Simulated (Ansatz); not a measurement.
# BGeH4 (doublet): one geometry, many settings at distance Ge1–B2 = 3.146 Å

Aim: run BGeH4 (doublet) at one geometry under a spread of methods and options, and see what each costs and gives.

Program: Ansatz 0.2.0, Gaussian basis. Level of theory: the settings change from run to run. These are calculated values, not measurements.

19 further runs of the same task are left out: 1 for a mislabelled method, 15 that didn't finish, 3 set aside as unsound or not needed.

**1. The system**

The geometry derives from a PBE0/def2-TZVP stationary point (not a proven minimum). One bond is set to the value named and the two fragments are kept rigid. No spin-orbit coupling is included. The filled d shell of Ge may be among the frozen orbitals whatever the setting's name suggests; the logs give the count.

6 atoms, charge 0, spin multiplicity 2.

Atoms are counted from 1 here; the program's logs count them from 0.

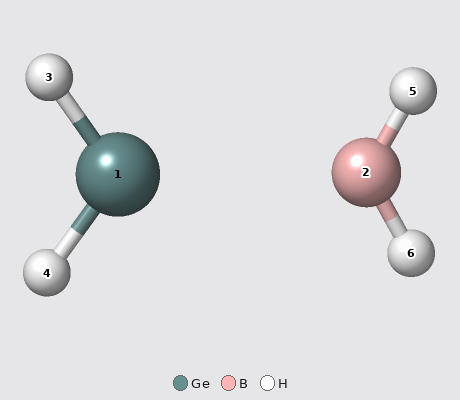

The geometry (germanium teal, boron pink, hydrogen white); atoms are numbered from 1 in the order of the file.

**2. BCCD/cc-pVDZ**

Contents of in.yaml:

```yaml
crystal:
  periodic: [false, false, false]
  atoms:
    - {symbol: Ge, position_ang: [0.000000, 0.000000, 0.454239]}
    - {symbol: B, position_ang: [0.000000, 0.000000, -2.691761]}
    - {symbol: H, position_ang: [0.000000, 1.255258, 1.338886]}
    - {symbol: H, position_ang: [0.000000, -1.255258, 1.338886]}
    - {symbol: H, position_ang: [0.000000, 1.042369, -3.271170]}
    - {symbol: H, position_ang: [0.000000, -1.042369, -3.271170]}
basis:
  gaussian: {orbitals: cc-pVDZ}
magnetization: {spin_polarized: true, initial_magnetization: 1}
hamiltonian: {xc: {name: PBE}}
correlation: {method: bccd, electrons: outside_noble_gas}
output: {forces: true}
```

Command:

```sh
ansatz run in.yaml --threads 1 --pin off --events-out ev --progress --plain --max-ram 2393MiB
```

Output, cut to the lines that bear on the results:

```text
Functional definition: PBE
  name "PBE"
  cite "Perdew, Burke & Ernzerhof, Phys. Rev. Lett. 77, 3865 (1996) doi:10.1103/PhysRevLett.77.3865"
  parent pbe
[...]
632 factors; integrals over basis functions are off by at most 1.2e-3 eV
[...]
mean field -57243.95316075 eV, -2103.6764773125 hartree, gradient 1.3e-6 eV, S^2 0.755551; 9 other end points of the search recorded, 0 dependent functions left out
15 core orbitals not correlated: weight in the atoms' cores, before any rotation towards them, 0.999 or more for the frozen orbitals, at most 0.000 for the correlated occupied ones
reference -57201.80975877 eV, -2102.1277358557 hartree; 6, 5 occupied and 40, 41 virtual orbitals, 632 factors
second order -5.40523264 eV of doubles, -0.59533810 eV of singles
cycle   1  -6.22008263 eV  change   -3.5e-1 eV  update   1.6e-1
[...]
cycle  21  -6.85638474 eV  change    3.9e-7 eV  update   2.6e-7
WARN: these amplitudes may be one of several solutions (largest doubles amplitude 0.20, level shift 0.34 eV)
[...]
Total energy: -57208.66614351 eV, -2102.3797033473 hartree
Atom 0 at     0.000000     0.000000     0.454239 Å, force     0.000000    -0.000000    -1.817485 eV/Å
Atom 1 at     0.000000     0.000000    -2.691761 Å, force    -0.000000    -0.000000     1.657920 eV/Å
Atom 2 at     0.000000     1.255258     1.338886 Å, force     0.000000     0.307477    -0.157308 eV/Å
Atom 3 at     0.000000    -1.255258     1.338886 Å, force    -0.000000    -0.307477    -0.157308 eV/Å
Atom 4 at     0.000000     1.042369    -3.271170 Å, force     0.000000     0.447908     0.237091 eV/Å
Atom 5 at     0.000000    -1.042369    -3.271170 Å, force    -0.000000    -0.447908     0.237091 eV/Å
Dipole moment:     0.000000     0.000000    -0.353081 e Å
```

Wall time 21 s (1 thread of Arm Neoverse V1, shared host).

From the report: ⟨S²⟩ of the determinant 0.756 (pure doublet: 0.75); correlation -6.8564 eV; largest double amplitude 0.20. The report flags that the cluster equations may have other roots.

**3. MP2 on UHF/def2-mTZVP**

in.yaml, as its differences from that of step 2:

```diff
@@ -10,6 +10,5 @@
 basis:
-  gaussian: {orbitals: cc-pVDZ}
+  gaussian: {orbitals: def2-mTZVP}
 magnetization: {spin_polarized: true, initial_magnetization: 1}
-hamiltonian: {xc: {name: PBE}}
-correlation: {method: bccd, electrons: outside_noble_gas}
-output: {forces: true}
+correlation: {method: mp2, electrons: outside_noble_gas}
+accuracy: high
```

Launched as before.

Output, cut to the lines that bear on the results:

```text
Functional definition: HF
  name "HF"
  cite "Fock, Z. Phys. 61, 126 (1930) doi:10.1007/BF01340294"
  parent pbe
[...]
1265 factors; integrals over basis functions are off by at most 1.2e-8 eV
[...]
mean field -57204.44436312 eV, -2102.2245557795 hartree, gradient 1.5e-8 eV, S^2 1.403018; 7 other end points of the search recorded, 0 dependent functions left out
15 core orbitals not correlated: weight in the atoms' cores, before any rotation towards them, 0.999 or more for the frozen orbitals, at most 0.000 for the correlated occupied ones
reference -57204.44436312 eV, -2102.2245557795 hartree; 6, 5 occupied and 46, 47 virtual orbitals, 1265 factors
second order -3.32890916 eV of doubles, -0.00000000 eV of singles
Total energy: -57207.77327228 eV, -2102.3468909347 hartree
```

Run time: 6 s. Hardware: 1 thread of Arm Neoverse V1, shared host.

From the report: ⟨S²⟩ of the determinant 1.403 (pure doublet: 0.75). The determinant is far from a pure spin state, so its energy mixes those of several spin states (harmless only where they are near-degenerate, as at dissociation).

**4. MP2 on ROHF/cc-pVDZ**

in.yaml, as its differences from that of step 3:

```diff
@@ -10,5 +10,5 @@
 basis:
-  gaussian: {orbitals: def2-mTZVP}
-magnetization: {spin_polarized: true, initial_magnetization: 1}
+  gaussian: {orbitals: cc-pVDZ}
+magnetization: {spin_polarized: false, initial_magnetization: 1}
 correlation: {method: mp2, electrons: outside_noble_gas}
-accuracy: high
+output: {forces: true}
```

The command is unchanged.

Output, cut to the lines that bear on the results:

```text
Functional definition: HF
  name "HF"
  cite "Fock, Z. Phys. 61, 126 (1930) doi:10.1007/BF01340294"
  parent pbe
[...]
632 factors; integrals over basis functions are off by at most 1.2e-3 eV
[...]
mean field -57202.93705732 eV, -2102.1691633130 hartree, gradient 2.3e-6 eV, S^2 0.750000; 9 other end points of the search recorded, 0 dependent functions left out
[...]
unrestricted determinant -57203.65704689 eV, -2102.1956224419 hartree, S^2 1.4039
15 core orbitals not correlated: weight in the atoms' cores, before any rotation towards them, 0.999 or more for the frozen orbitals, at most 0.000 for the correlated occupied ones
reference -57202.93705732 eV, -2102.1691633130 hartree; 6, 5 occupied and 40, 41 virtual orbitals, 632 factors
second order -4.66635378 eV of doubles, -0.05858037 eV of singles
[...]
Total energy: -57207.66199146 eV, -2102.3428014402 hartree
Atom 0 at     0.000000     0.000000     0.454239 Å, force     0.000000     0.000000    -2.250215 eV/Å
Atom 1 at     0.000000     0.000000    -2.691761 Å, force    -0.000000     0.000000     1.912681 eV/Å
Atom 2 at     0.000000     1.255258     1.338886 Å, force    -0.000000     0.233987    -0.188280 eV/Å
Atom 3 at     0.000000    -1.255258     1.338886 Å, force    -0.000000    -0.233987    -0.188280 eV/Å
Atom 4 at     0.000000     1.042369    -3.271170 Å, force    -0.000000     0.430232     0.357046 eV/Å
Atom 5 at     0.000000    -1.042369    -3.271170 Å, force     0.000000    -0.430232     0.357046 eV/Å
Dipole moment:     0.000000    -0.000000    -0.404367 e Å
```

It took 5.5 s on 1 thread of Arm Neoverse V1, shared host.

**5. CCSD(T) on UHF/6-31G**

in.yaml, as its differences from that of step 4:

```diff
@@ -10,5 +10,4 @@
 basis:
-  gaussian: {orbitals: cc-pVDZ}
-magnetization: {spin_polarized: false, initial_magnetization: 1}
-correlation: {method: mp2, electrons: outside_noble_gas}
-output: {forces: true}
+  gaussian: {orbitals: 6-31G}
+magnetization: {spin_polarized: true, initial_magnetization: 1}
+correlation: {method: ccsd_t, electrons: outside_noble_gas}
```

Launched as before.

Output, cut to the lines that bear on the results:

```text
Functional definition: HF
  name "HF"
  cite "Fock, Z. Phys. 61, 126 (1930) doi:10.1007/BF01340294"
  parent pbe
[...]
504 factors; integrals over basis functions are off by at most 5.5e-4 eV
[...]
mean field -57194.73818995 eV, -2101.8678604949 hartree, gradient 2.9e-6 eV, S^2 1.385668; 14 other end points of the search recorded, 0 dependent functions left out
determinant -57194.73818995 eV, -2101.8678604949 hartree, with singles and doubles -57198.08385283 eV, -2101.9908113379 hartree
determinant -57194.28808415 eV, -2101.8513194117 hartree, with singles and doubles -57197.58886445 eV, -2101.9726208504 hartree
determinant -57194.17272467 eV, -2101.8470800290 hartree, with singles and doubles -57197.99301237 eV, -2101.9874730124 hartree
determinant -57193.93296886 eV, -2101.8382691654 hartree, with singles and doubles -57197.23280815 eV, -2101.9595360227 hartree
[...]
determinant -57194.28808415 eV, -2101.8513194117 hartree, with singles and doubles -57197.99288611 eV, -2101.9874683725 hartree
determinant -57194.17272467 eV, -2101.8470800290 hartree, with singles and doubles -57198.04025273 eV, -2101.9892090636 hartree
determinant -57194.10505334 eV, -2101.8445931533 hartree, with singles and doubles -57198.06718872 eV, -2101.9901989432 hartree
determinant -57194.10505334 eV, -2101.8445931533 hartree, with singles and doubles -57198.07323607 eV, -2101.9904211790 hartree
15 core orbitals not correlated: weight in the atoms' cores, before any rotation towards them, 0.998 or more for the frozen orbitals, at most 0.001 for the correlated occupied ones
reference -57194.73818995 eV, -2101.8678604949 hartree; 6, 5 occupied and 25, 26 virtual orbitals, 504 factors
second order -2.23070686 eV of doubles, -0.00000000 eV of singles
cycle   1  -3.36666134 eV  change    2.6e-6 eV  update   2.4e-6
perturbative correction -0.10388146 eV, -0.0038175732 hartree
Total energy: -57198.20873275 eV, -2101.9954005902 hartree
```

Run time: 11 s. Hardware: 1 thread of Arm Neoverse V1, shared host.

From the report: ⟨S²⟩ of the determinant 1.386 (pure doublet: 0.75); correlation -3.4705 eV; T1 0.067; largest double amplitude 0.24. The determinant is far from a pure spin state, so its energy mixes those of several spin states (harmless only where they are near-degenerate, as at dissociation).

**6. CCSD(T)/def2-mTZVP**

in.yaml, as its differences from that of step 5:

```diff
@@ -10,4 +10,6 @@
 basis:
-  gaussian: {orbitals: 6-31G}
-magnetization: {spin_polarized: true, initial_magnetization: 1}
+  gaussian: {orbitals: def2-mTZVP}
+magnetization: {spin_polarized: false, initial_magnetization: 1}
+hamiltonian: {xc: {name: r2SCAN}, pseudopotentials: {relativity: scalar}}
 correlation: {method: ccsd_t, electrons: outside_noble_gas}
+accuracy: high
```

Launched as before.

Output, cut to the lines that bear on the results:

```text
Functional definition: r2SCAN
  name "r2SCAN"
  cite "Furness, Kaplan, Ning, Perdew & Sun, J. Phys. Chem. Lett. 11, 8208 (2020) doi:10.1021/acs.jpclett.0c02405"
  cite "Furness, Kaplan, Ning, Perdew & Sun, J. Phys. Chem. Lett. 11, 9248 (2020) doi:10.1021/acs.jpclett.0c03077"
  parent r2scan
[...]
1266 factors; integrals over basis functions are off by at most 6.9e-9 eV
[...]
mean field -57721.11042866 eV, -2121.2116834793 hartree, gradient 6.9e-9 eV, S^2 0.750000; 10 other end points of the search recorded, 0 dependent functions left out
unrestricted determinant -57671.72622580 eV, -2119.3968474983 hartree, S^2 1.4134
15 core orbitals not correlated: weight in the atoms' cores, before any rotation towards them, 0.999 or more for the frozen orbitals, at most 0.000 for the correlated occupied ones
reference -57670.04400456 eV, -2119.3350270079 hartree; 6, 5 occupied and 46, 47 virtual orbitals, 1266 factors
second order -4.70687377 eV of doubles, -0.49708684 eV of singles
cycle   1  -5.35977699 eV  change   -1.8e-1 eV  update   1.4e-1
[...]
cycle  30  -5.86827348 eV  change   9.2e-10 eV  update  8.5e-10
perturbative correction -0.30708208 eV, -0.0112850585 hartree
Total energy: -57676.21936013 eV, -2119.5619671392 hartree
Relativity: scalar
```

Wall time 59 s (1 thread of Arm Neoverse V1, shared host); peak memory 0.35 GiB.

From the report: correlation -6.1754 eV; T1 0.050; largest double amplitude 0.19. The orbitals are Kohn-Sham ones, so correlation energy and T1 don't compare with those on Hartree-Fock orbitals.

**7. The runs in one table**

 † marks a result that the program doubts.

| level | correlated | functions | energy (eV) | time |
| --- | --- | --- | --- | --- |
| BCCD/cc-pVDZ (on PBE orbitals) † | outside noble gas | 61 | -57208.6661 | 21 s |
| MP2 on UHF/def2-mTZVP | outside noble gas | 67 | -57207.7733 | 6 s |
| MP2 on ROHF/cc-pVDZ | outside noble gas | 61 | -57207.6620 | 5.5 s |
| CCSD(T) on UHF/6-31G | outside noble gas | 46 | -57198.2087 | 11 s |
| CCSD(T)/def2-mTZVP (on r2SCAN orbitals, relativity set) | outside noble gas | 67 | -57676.2194 | 59 s |

**8. Outcome**

```
quantity                                                          value
    runs                                                              5
quickest                                     MP2 on ROHF/cc-pVDZ, 5.5 s
 slowest  CCSD(T)/def2-mTZVP (on r2SCAN orbitals, relativity set), 59 s
```

In words: Total energies in different bases, with other cores or another treatment of relativity can't be set against each other. CCSD(T)/def2-mTZVP (on r2SCAN orbitals, relativity set) took 11 times as long as MP2 on ROHF/cc-pVDZ; the jobs differ in more than the method.
